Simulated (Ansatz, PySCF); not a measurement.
Breaking the H–H spacing in H6 chain (multiplicity 1 held). Energies count from the point at 0.900 Å.
Geometry at that point (charge 0, multiplicity 1):
```tsv
atom	x (Å)	y (Å)	z (Å)
H	0.0000	0.0000	0.0000
H	0.0000	0.0000	0.9000
H	0.0000	0.0000	1.8000
H	0.0000	0.0000	2.7000
H	0.0000	0.0000	3.6000
H	0.0000	0.0000	4.5000
```

Restricted levels (R-, RO-) in cc, def2 and unpolarised 6-31G sets keep to the state of the molecule at rest. Unrestricted levels (U-) break spin symmetry where that is lower. Active spaces are followed from rest. Left out are points that failed, MP2 points that dive below the minimum, coupled-cluster points behind a jump of the amplitudes or a sharp parting from full CI or MRCI, small-basis points behind a change of solution, and semi-empirical points at long bonds. Levels need not reach the same state.

Rows in 6-31G* carry no dispersion term and start afresh at each structure (6-31G* with six Cartesian d functions).

Programs: Ansatz (a program for electronic structure) with Gaussian orbitals; PySCF for 6-31G* rows. Each number belongs to the level named beside it.

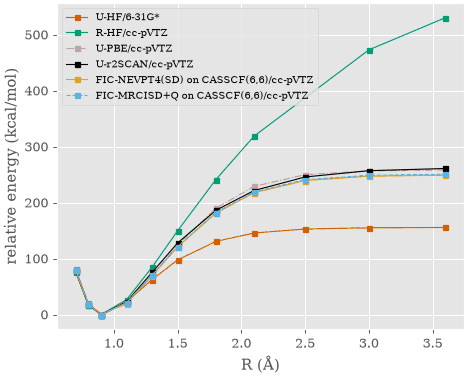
Figure. Relative energy along the coordinate

Q: Read off the U-HF/6-31G* curve at R = 2.500.

A: about 150 kcal/mol

Doubts at one or more of the structures used: a spin-contaminated determinant (U-HF/6-31G*, U-PBE/cc-pVTZ, U-r2SCAN/cc-pVTZ); a restricted determinant that unrestricted orbitals would lower (R-HF/cc-pVTZ).
